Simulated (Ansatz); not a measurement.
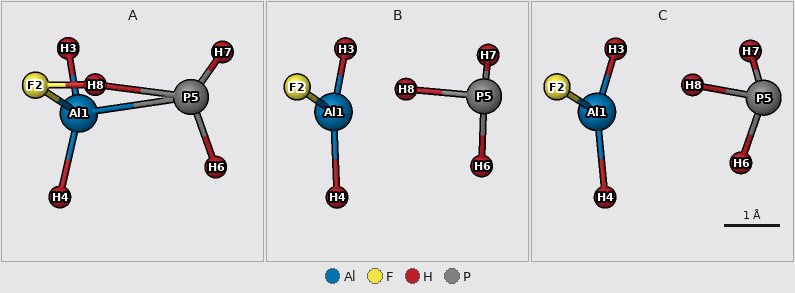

3 geometries from a converged minimum-energy path of AlPH$_{5}$F, made up at the start of AlH2F and PH₃, shuffled. The picture is a ball-and-stick view, seen at a tilt.

Computed with RKS BLYP-D4/6-31G* in Ansatz 0.2.0. Set-up: 9 movable images; climbing image; force threshold 0.05 eV/Å; iteration limit 60; starting path through a guess of the saddle point.

Q: Which frame is the transition state?

A: A. In order along the path, whose images run from 0 to 10: C (image 0, 0.0 kcal/mol), B (image 3, +2.1 kcal/mol), A (image 7, +29.9 kcal/mol). Breaking: P5–H8 (1.44 → 1.82 at the top → 2.06 Å). Forming: Al1–P5 (3.45 → 2.56 at the top → 2.41 Å), F2–H8 (2.58 → 1.12 at the top → 1.02 Å).

Limits of the set-up: the start holds two separate molecules, 2.6 Å apart at their closest, whose relative position is a soft coordinate.

The run took 3.6 min on 1 thread of Intel(R) Xeon(R) Platinum 8259CL CPU @ 2.50GHz (Skylake/Cascade Lake), with other jobs on the host, peak memory 0.13 GiB.
